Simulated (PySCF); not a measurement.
**Two runs on C₅H₉NSi₂**

System: C₅H₉NSi₂, SMILES [SiH3][SiH2]c1ccccn1.
Method of run 1: GIAO PBE0/pcSseg-1 NMR shielding, non-relativistic, IEF-PCM dichloromethane (PySCF 2.14.0).

The geometry comes from this level: PBE0-D3(BJ)/def2-SVP. Text and figures count atoms from 1; the logs count them from 0 in places.

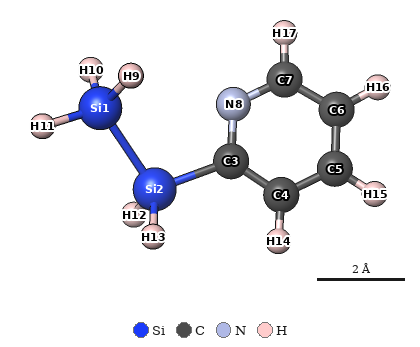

**Figure 1.** The structure as given in the input (ball-and-stick view, seen at a tilt; atoms are numbered from 1 in the order of the input). Bond lengths as drawn: C–C 1.39 to 1.40 Å, C–H 1.09 to 1.10 Å, C–N 1.33 to 1.34 Å, C–Si 1.90 Å, H–Si 1.49 to 1.50 Å and Si–Si 2.34 Å.

### Input file, run 1
```
{"job": {"kind": "nmr", "xc": "PBE0", "basis": "pcSseg-1", "solvent": "dichloromethane", "pop": false}, "charge": 0, "multiplicity": 1}
Si     3.112402     0.732648     0.481729
Si     1.854230    -1.150052    -0.113105
C      0.079674    -0.507398    -0.299590
C     -0.923450    -1.122352    -1.059439
C     -2.190661    -0.546308    -1.100745
C     -2.416608     0.623999    -0.381318
C     -1.358194     1.169310     0.345640
N     -0.146090     0.625504     0.385192
H      2.764441     1.872007    -0.419806
H      2.854937     1.111837     1.902546
H      4.576472     0.448591     0.334369
H      1.905039    -2.199187     0.955676
H      2.315405    -1.793902    -1.385141
H     -0.710973    -2.040723    -1.612454
H     -2.991639    -1.003496    -1.687561
H     -3.393367     1.112540    -0.384738
H     -1.497273     2.092904     0.919208
```

The first line tells a small driver script what to run in PySCF; the rest is the geometry in Å.

Command:
```bash
OMP_NUM_THREADS=1 python <driver script> task.json out
```

Hardware: 1 CPU thread, shared host.

### Output (run 1)
```
coarse grid: 15320 points
cycle   1  E = -829.0133933112  dE =  8.912e-01  |g| = 2.818e-01  |ddm| = 3.890e+00
cycle   2  E = -829.0157830502  dE = -2.390e-03  |g| = 2.884e-01  |ddm| = 6.610e-01
cycle   3  E = -829.0346134692  dE = -1.883e-02  |g| = 6.507e-02  |ddm| = 3.165e-01
cycle   4  E = -829.0352686332  dE = -6.552e-04  |g| = 3.039e-02  |ddm| = 5.823e-02
cycle   5  E = -829.0354739755  dE = -2.053e-04  |g| = 7.722e-03  |ddm| = 3.400e-02
cycle   6  E = -829.0354874213  dE = -1.345e-05  |g| = 3.057e-03  |ddm| = 1.004e-02
cycle   7  E = -829.0354899052  dE = -2.484e-06  |g| = 3.032e-04  |ddm| = 2.948e-03
final grid: 139232 points
cycle   8  E = -829.0798079076  dE = -2.549e-05  |g| = 5.635e-03  |ddm| = 3.187e-02
cycle   9  E = -829.0798069345  dE =  9.731e-07  |g| = 6.096e-03  |ddm| = 1.298e-02
cycle  10  E = -829.0798160845  dE = -9.150e-06  |g| = 1.007e-03  |ddm| = 6.500e-03
cycle  11  E = -829.0798162914  dE = -2.069e-07  |g| = 3.045e-04  |ddm| = 1.046e-03
cycle  12  E = -829.0798163117  dE = -2.035e-08  |g| = 5.593e-05  |ddm| = 2.792e-04
cycle  13  E = -829.0798163123  dE = -5.448e-10  |g| = 2.844e-05  |ddm| = 7.949e-05
converged SCF energy = -829.0798163123

GIAO shielding tensors (ppm)
atom      isotropic    diamagn.    paramagn.     s11        s22        s33       span
  0 Si     456.522     879.212    -422.690    448.303    458.648    462.615     14.313
  1 Si     414.490     881.427    -466.937    354.159    425.677    463.635    109.477
  2 C       17.300     256.566    -239.266    -84.740    -14.584    151.225    235.965
  3 C       45.901     256.383    -210.482    -76.937     43.616    171.024    247.961
  4 C       42.757     252.715    -209.958    -73.928     21.059    181.140    255.068
  5 C       54.696     258.605    -203.909    -60.122     46.102    178.107    238.228
  6 C       28.344     251.021    -222.677    -85.459     24.510    145.981    231.440
  7 N     -106.052     333.222    -439.273   -408.271   -195.824    285.940    694.210
  8 H       27.694      29.011      -1.317     24.562     26.386     32.135      7.573
  9 H       27.350      28.778      -1.428     24.135     25.580     32.336      8.201
 10 H       27.779      27.558       0.221     24.413     25.514     33.409      8.996
 11 H       26.468      28.681      -2.213     23.404     25.034     30.967      7.563
 12 H       26.559      28.946      -2.387     22.434     25.845     31.398      8.964
 13 H       23.241      31.528      -8.287     19.764     21.555     28.406      8.643
 14 H       23.270      29.112      -5.841     19.949     23.482     26.380      6.432
 15 H       23.755      29.571      -5.816     20.930     23.576     26.760      5.830
 16 H       22.401      30.452      -8.051     18.327     22.293     26.583      8.256
```

The input of run 2 differs as follows (lines with − go, lines with + come):
```diff
-"solvent": "dichloromethane"
-"pop": false
+"solvent": "cyclohexane"
+"pop": true
```

What does this change do to the results?

The total energy of run 2 is 1.8 kcal/mol higher: the change of the electrostatic solvation energy at this fixed geometry, without cavity or dispersion terms. The dipole moment goes from 3.61 to 3.18 D. Of all shieldings, the largest change is that of N8, by −6.3 ppm. The number of SCF iterations is the same.

### Output (run 2)
```
coarse grid: 15320 points
cycle   1  E = -829.0093534021  dE =  8.951e-01  |g| = 2.883e-01  |ddm| = 3.890e+00
cycle   2  E = -829.0100116104  dE = -6.582e-04  |g| = 3.076e-01  |ddm| = 7.140e-01
cycle   3  E = -829.0315318722  dE = -2.152e-02  |g| = 7.352e-02  |ddm| = 3.664e-01
cycle   4  E = -829.0323549970  dE = -8.231e-04  |g| = 3.520e-02  |ddm| = 7.056e-02
cycle   5  E = -829.0326451243  dE = -2.901e-04  |g| = 8.552e-03  |ddm| = 4.258e-02
cycle   6  E = -829.0326623879  dE = -1.726e-05  |g| = 3.454e-03  |ddm| = 1.169e-02
cycle   7  E = -829.0326655306  dE = -3.143e-06  |g| = 3.132e-04  |ddm| = 3.329e-03
final grid: 139232 points
cycle   8  E = -829.0770156607  dE = -2.504e-05  |g| = 5.744e-03  |ddm| = 3.173e-02
cycle   9  E = -829.0770138950  dE =  1.766e-06  |g| = 6.423e-03  |ddm| = 1.371e-02
cycle  10  E = -829.0770241118  dE = -1.022e-05  |g| = 1.104e-03  |ddm| = 7.185e-03
cycle  11  E = -829.0770243677  dE = -2.559e-07  |g| = 3.349e-04  |ddm| = 1.242e-03
cycle  12  E = -829.0770243933  dE = -2.560e-08  |g| = 6.199e-05  |ddm| = 3.258e-04
cycle  13  E = -829.0770243939  dE = -6.708e-10  |g| = 3.022e-05  |ddm| = 8.227e-05
converged SCF energy = -829.0770243939

GIAO shielding tensors (ppm)
atom      isotropic    diamagn.    paramagn.     s11        s22        s33       span
  0 Si     456.668     879.135    -422.467    448.953    458.630    462.421     13.468
  1 Si     414.814     881.474    -466.660    354.401    426.068    463.973    109.572
  2 C       16.676     256.352    -239.676    -85.439    -15.769    151.235    236.674
  3 C       46.644     256.648    -210.003    -75.959     45.898    169.994    245.953
  4 C       43.975     252.894    -208.919    -72.491     24.284    180.132    252.623
  5 C       55.724     258.887    -203.163    -58.661     48.719    177.115    235.776
  6 C       28.562     250.715    -222.153    -85.384     25.561    145.508    230.892
  7 N     -112.397     332.812    -445.209   -425.191   -198.399    286.401    711.592
  8 H       27.651      28.895      -1.244     24.496     26.341     32.116      7.620
  9 H       27.293      28.653      -1.360     24.053     25.511     32.315      8.262
 10 H       27.787      27.503       0.284     24.416     25.532     33.413      8.997
 11 H       26.460      28.680      -2.220     23.397     25.033     30.951      7.553
 12 H       26.594      28.993      -2.399     22.479     25.903     31.401      8.922
 13 H       23.410      31.727      -8.317     19.969     21.661     28.600      8.630
 14 H       23.470      29.262      -5.793     20.171     23.657     26.581      6.409
 15 H       23.952      29.739      -5.787     21.161     23.721     26.974      5.813
 16 H       22.433      30.580      -8.147     18.406     22.237     26.656      8.250
```

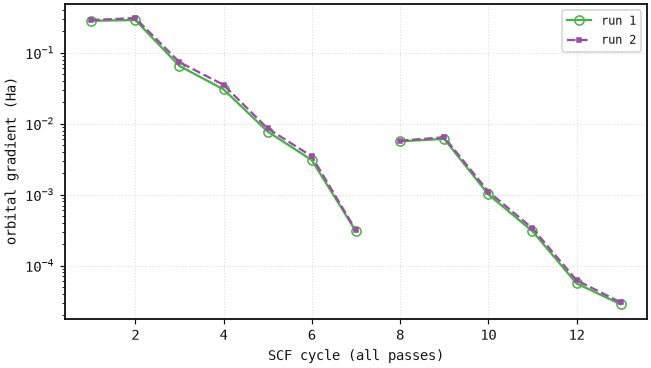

**Figure 2.** Convergence of the two runs: orbital gradient against the SCF cycle. A break in a curve parts two SCF passes (coarse and final grid). Run 1 takes 13 cycles in all, and run 2 takes 13.

### The two runs side by side

| quantity | run 1 | run 2 |
| --- | --- | --- |
| outcome | converged | converged |
| total energy (hartree) | −829.079816 | −829.077024 |
| HOMO (eV) | −7.46 | −7.42 |
| LUMO (eV) | −1.09 | −1.10 |
| dipole moment (D) | 3.61 | 3.18 |
| shielding of Si2 (ppm) | 414.5 | 414.8 |
| shielding of C3 (ppm) | 17.3 | 16.7 |
| shielding of C4 (ppm) | 45.9 | 46.6 |
| shielding of C5 (ppm) | 42.8 | 44.0 |
| shielding of C6 (ppm) | 54.7 | 55.7 |
| shielding of C7 (ppm) | 28.3 | 28.6 |
| shielding of N8 (ppm) | −106.1 | −112.4 |
| SCF iterations | 13 | 13 |
| basis functions | 195 | 195 |
| wall time (shared host) | 39 s | 44 s |
